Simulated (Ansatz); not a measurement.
# Direct or indirect: KCl (Fm-3m)

```yaml
crystal:
  lattice:
    - [0.00000, 3.14647, 3.14647]
    - [3.14647, 0.00000, 3.14647]
    - [3.14647, 3.14647, 0.00000]
  atoms:
    - { symbol: K, position: [0.00000, 0.00000, 0.00000] }
    - { symbol: Cl, position: [0.50000, 0.50000, 0.50000] }
```

Method: Ansatz, PBE, independent particles, without spin-orbit coupling, line width 0.1 eV (Gaussian). The band structure gives a fundamental gap of 5.19 eV. The spectrum of vertical transitions near the edge:

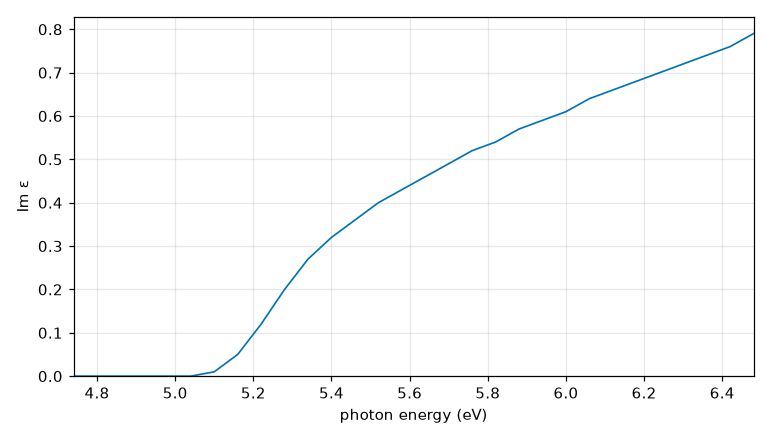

(1) Is the gap direct or indirect, and about where do vertical transitions set in?

## Answers

(1) Direct: the band path has its least direct gap at the fundamental one, 5.19 eV, and the curves rise from there. Lines are broadened by 0.1 eV, which spreads the edge.

[Logs are printed without paths, hosts, clocks, repeated set-up lines and the standing remarks that a program may print on its own settings, such as how far it seeks lower states.]
